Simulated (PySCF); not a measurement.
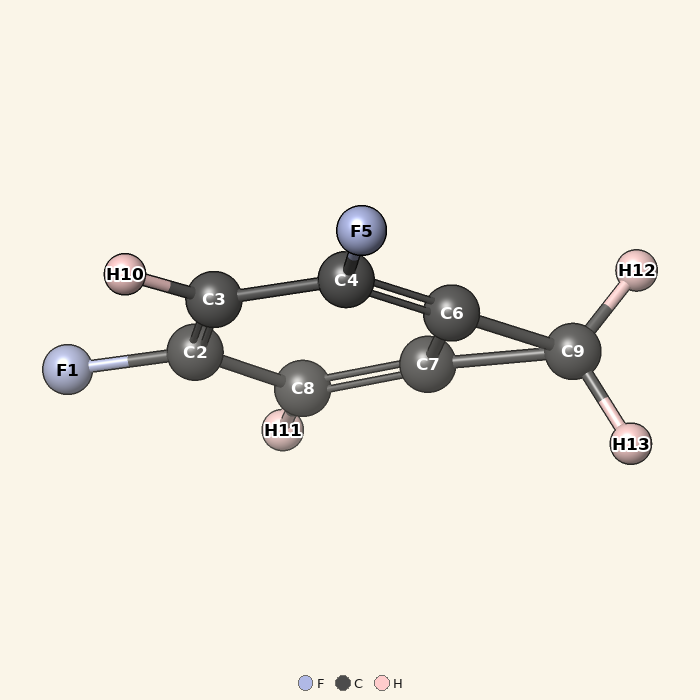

Depth is shown by fading: the farther an atom, the more it takes the colour of the background. The geometry was computed by an optimisation with PBE0-D3(BJ)/def2-SVP. No frequency run is at hand to confirm it as a minimum.

> What is the conformation of the ring C2–C3–C4–C6–C7–C8?

It is planar. The Cremer–Pople amplitude Q is 0.01 Å.

> Give the torsion angles round the ring, beginning with the bond from its second to its third atom.

1°, −1°, 0°, 0°, −1°, 0°.
